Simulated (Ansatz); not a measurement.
AlH4OF: frequency calculation

System: AlH4OF.
Method: RKS B3LYP-D4/def2-SVP (Ansatz 0.2.0).

It belongs to a series of runs on one base structure; here: vibrations at the highest image of the band. Figures and captions count atoms from 1; the log counts them from 0 in places.

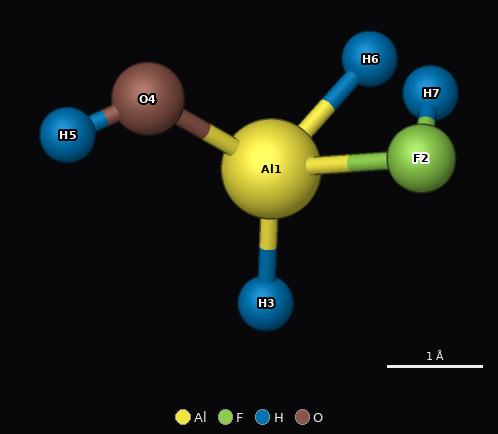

The structure (ball-and-stick view, seen at a tilt; atoms are numbered from 1 in the order of the input). Sticks mark near contacts. Bond lengths as drawn: Al–F 1.96 Å, Al–H 1.57 to 1.68 Å, Al–O 1.70 Å, F–H 1.05 Å and H–O 0.96 Å.

### Input file
```yaml
crystal:
  periodic: [false, false, false]
  atoms:
    - { symbol: Al, position_ang: [-0.109725, 0.31235, -0.040785] }
    - { symbol: F, position_ang: [0.028104, 0.152723, 1.909075] }
    - { symbol: H, position_ang: [1.228703, -0.171833, -0.710819] }
    - { symbol: O, position_ang: [-1.666532, -0.202294, -0.498711] }
    - { symbol: H, position_ang: [-1.906009, -0.906761, -1.105217] }
    - { symbol: H, position_ang: [-0.159196, 1.866923, 0.606638] }
    - { symbol: H, position_ang: [-0.063844, 1.161791, 1.649517] }
basis:
  gaussian: { orbitals: def2-SVP }
hamiltonian:
  xc: b3lyp
  dispersion: d4
phonons: {}
```

Run on 1 thread of Intel Xeon (Sapphire Rapids), 32 GiB of memory available, shared host.

Run as:
```bash
ansatz run input.yaml --threads 1 --pin off --max-ram 2048MiB --backend cpu --events-out ev --progress --plain --runs-dir out
```

### Log
```
Engine: ansatz 0.2.0, x86_64-unknown-linux-gnu
Functional definition: B3LYP
  parameter a0 = 0.2
  parameter ax = 0.72
  parameter ac = 0.81
  exchange = (1 - a0 - ax)*slater_x + ax*b88_x + a0*exact_x
  correlation = (1 - ac)*vwn_rpa_c + ac*lyp_c
671 factors; integrals over basis functions are off by at most 3.5e-4 eV
mean field evaluation 1: about -11416.0861 eV, gradient 5.9e1 eV
mean field evaluation 2: about -11394.0446 eV, gradient 1.2e2 eV
mean field evaluation 4: about -11421.9266 eV, gradient 8.2e0 eV
mean field evaluation 8: about -11422.0329 eV, gradient 2.1e-2 eV
mean field -11422.03293963 eV, -419.7519683994 hartree, gradient 1.7e-5 eV, S^2 0.000000; 0 other end points of the search recorded, 0 dependent functions left out
the calculation of the forces begins
reference -11422.03316498 eV, -419.7519766810 hartree; 17, 17 occupied and 49, 49 virtual orbitals, 671 factors
these checks for a lower state are left out or cut short: stability, starts, cluster_reference, orbital_swaps, neighbouring_geometries, increment
671 factors; integrals over basis functions are off by at most 3.5e-4 eV
mean field evaluation 16: about -11422.0328 eV, gradient 1.3e-1 eV
mean field -11422.03284037 eV, -419.7519647516 hartree, gradient 1.0e-6 eV, S^2 0.000000; 0 other end points of the search recorded, 0 dependent functions left out
[... from here on the field's lines of each further geometry are left out, up to the last ...]
the calculation of the forces begins
reference -11422.03316551 eV, -419.7519767003 hartree; 17, 17 occupied and 49, 49 virtual orbitals, 671 factors
these checks for a lower state are left out or cut short: stability, starts, cluster_reference, orbital_swaps, neighbouring_geometries, increment
671 factors; integrals over basis functions are off by at most 3.5e-4 eV
mean field -11422.03292069 eV, -419.7519677033 hartree, gradient 6.7e-7 eV, S^2 0.000000; 0 other end points of the search recorded, 0 dependent functions left out
the calculation of the forces begins
reference -11422.03314605 eV, -419.7519759854 hartree; 17, 17 occupied and 49, 49 virtual orbitals, 671 factors
WARN: phonons: modes at or below zero, which the zero-point energy, F, S and C_V leave out: 1, the lowest at -490.30 cm⁻¹. A minimum has none, and a first-order saddle one
Total energy: -11422.16240827 eV, -419.7567262841 hartree
Atom 0 at    -0.109725     0.312350    -0.040785 Å, force    -0.000470     0.000582    -0.001202 eV/Å
Atom 1 at     0.028104     0.152723     1.909075 Å, force    -0.000014     0.000352     0.000564 eV/Å
Atom 2 at     1.228703    -0.171833    -0.710819 Å, force     0.000081    -0.000119     0.000116 eV/Å
Atom 3 at    -1.666532    -0.202294    -0.498711 Å, force     0.000073    -0.000048     0.000024 eV/Å
Atom 4 at    -1.906009    -0.906761    -1.105217 Å, force     0.000099     0.000046    -0.000027 eV/Å
Atom 5 at    -0.159196     1.866923     0.606638 Å, force    -0.000092    -0.000945     0.000042 eV/Å
Atom 6 at    -0.063844     1.161791     1.649517 Å, force     0.000322     0.000132     0.000482 eV/Å
Dipole moment:     0.029240    -0.082253    -0.073856 e Å
Vibrations: -490.30 181.48 269.68 423.74 497.20 521.00 682.88 800.81 874.98 1106.46 1173.72 1654.41 1980.97 2323.92 3943.96 cm⁻¹, zero-point energy 1.018854 eV
```

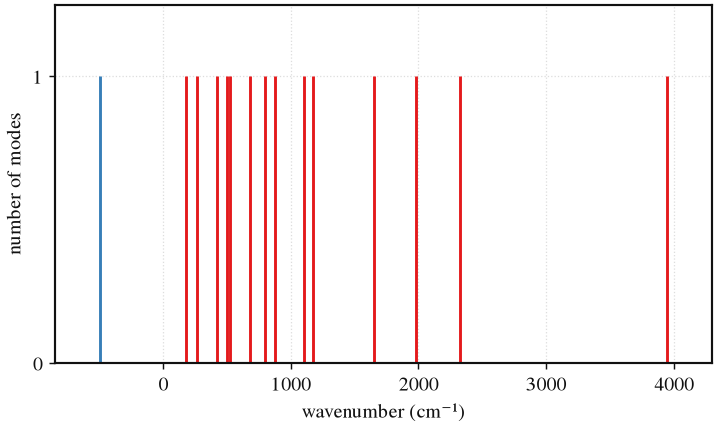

Harmonic vibrational wavenumbers from the force constants; neighbouring modes closer than 20 cm⁻¹ are counted in one stick, and imaginary ones are drawn at negative wavenumbers. 15 modes from 490i to 3944 cm⁻¹, 1 imaginary beyond 8i (490i cm⁻¹): a first-order saddle point, if the geometry is stationary.

### Summary

| quantity | value |
| --- | --- |
| outcome | converged |
| total energy | −11422.1624 eV |
| mean-field energy | −11422.0332 eV |
| largest force (length of the vector) | 0.001 eV/Å |
| wall time | 47 s |
| peak memory | 0.14 GiB |
